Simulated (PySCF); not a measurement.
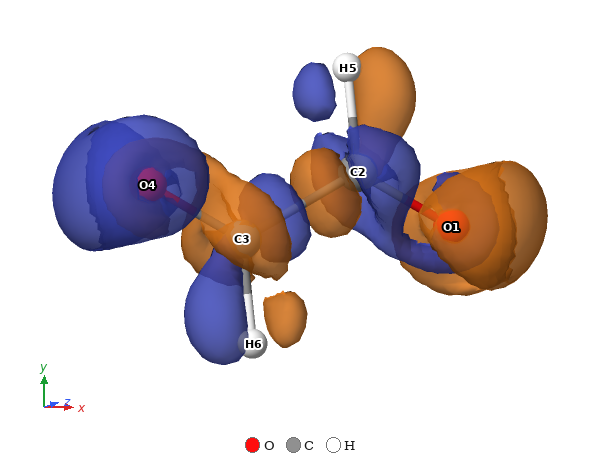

Figure 1: C$_{2}$H$_{2}$O$_{2}$, SMILES `O=CC=O`. Change of the electron density in a uniform field of 0.26 V/Å, surfaces at ±0.003 e/Å³ (orange: gain, blue: loss).

Computed with PySCF, M06-2X/6-311+G**, geometry: GFN2-xTB. No frequency check shows the geometry to be a minimum. The basis has diffuse s and p functions alone, which still leaves polarisabilities too small, most of all across bonds.

Geometry (Å), atoms numbered from 1:

```
O1       1.7244   -0.1657    0.0000
C2       0.6579    0.3778    0.0000
C3      -0.6579   -0.3778    0.0000
O4      -1.7244    0.1657    0.0000
H5       0.5383    1.4758    0.0000
H6      -0.5383   -1.4758    0.0000
```

Question: Along which Cartesian direction does the field point?

Answer: Along −x: electrons gather on the +x side, against the field.

Question: How large is the response?

Answer: The induced dipole is 0.50 D (along the field); α along this axis, from the fields in both directions, is 39 bohr³ (5.8 Å³).

Question: Which atoms gain and lose the most charge?

Answer: Electrons gather most on O1 (Hirshfeld charge changes by −0.020 e) and leave O4 most (+0.020 e); 0.046 electrons are displaced in all.
